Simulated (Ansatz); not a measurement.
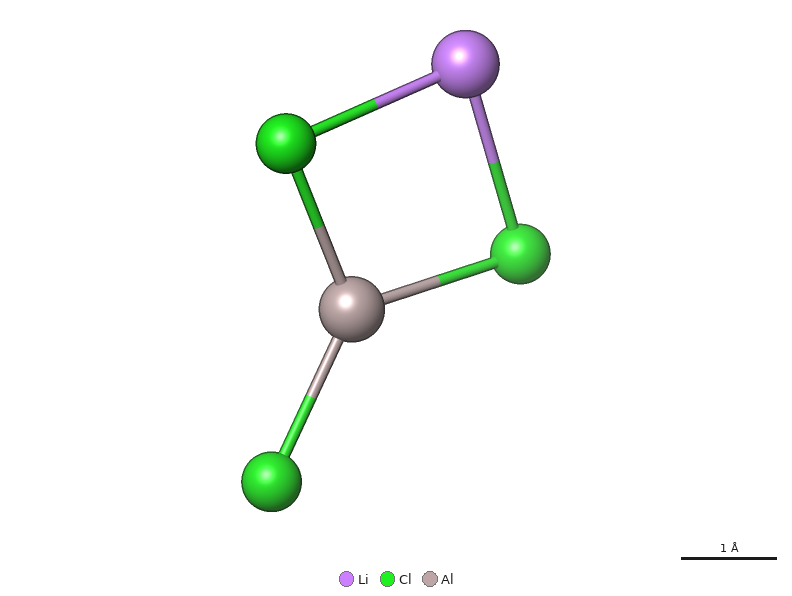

Starting geometry of the run.

The calculation was set up as follows.

```yaml
crystal:
  periodic: [false, false, false]
  atoms:
    - {symbol: Li, position_ang: [0.069104, -1.203441, -1.937247]}
    - {symbol: Cl, position_ang: [-0.049271, 1.043611, -1.477682]}
    - {symbol: Al, position_ang: [-0.017581, 0.313180, 0.504142]}
    - {symbol: Cl, position_ang: [0.096110, -1.784666, 0.284472]}
    - {symbol: Cl, position_ang: [-0.083945, 1.380253, 2.222166]}
basis:
  gaussian: {orbitals: "def2-TZVPPD.json"}
total_charge: 1
correlation: {method: ccsd_t}
```

Output:

```
Functional definition: HF
  name "HF"
  cite "Fock, Z. Phys. 61, 126 (1930) doi:10.1007/BF01340294"
  parent pbe
  exchange = exact_x
  correlation = 0
1351 factors; integrals over basis functions are off by at most 1.2e-3 eV
mean field evaluation 1: about -44297.2362 eV, gradient 2.6e1 eV
mean field evaluation 2: about -44297.4417 eV, gradient 2.6e1 eV
mean field evaluation 4: about -44299.1396 eV, gradient 1.9e0 eV
mean field evaluation 8: about -44299.1677 eV, gradient 1.3e-1 eV
mean field evaluation 16: about -44298.6525 eV, gradient 1.1e1 eV
mean field -44299.16783157 eV, -1627.9643907559 hartree, gradient 2.7e-6 eV, S^2 0.000000; 0 other end points of the search recorded, 0 dependent functions left out
20 core orbitals not correlated: weight in the atoms' cores, before any rotation towards them, 1.000 or more for the frozen orbitals, at most 0.000 for the correlated occupied ones
reference -44299.16783157 eV, -1627.9643907559 hartree; 13, 13 occupied and 190, 190 virtual orbitals, 1351 factors
second order -18.04964648 eV of doubles, -0.00000000 eV of singles
cycle   1  -19.05720121 eV  change    -1.0e0 eV  update   7.3e-2
cycle   2  -19.41580123 eV  change   -3.6e-1 eV  update   2.0e-2
cycle   3  -19.47367612 eV  change   -5.8e-2 eV  update   9.3e-3
cycle   4  -19.46554876 eV  change    8.1e-3 eV  update   2.3e-3
cycle   5  -19.46478158 eV  change    7.7e-4 eV  update   7.5e-4
cycle   6  -19.46477975 eV  change    1.8e-6 eV  update   2.1e-4
cycle   7  -19.46473296 eV  change    4.7e-5 eV  update   6.6e-5
cycle   8  -19.46474318 eV  change   -1.0e-5 eV  update   2.0e-5
perturbative correction -0.80998489 eV, -0.0297663957 hartree
Total energy: -44319.44255964 eV, -1628.7094732698 hartree
```
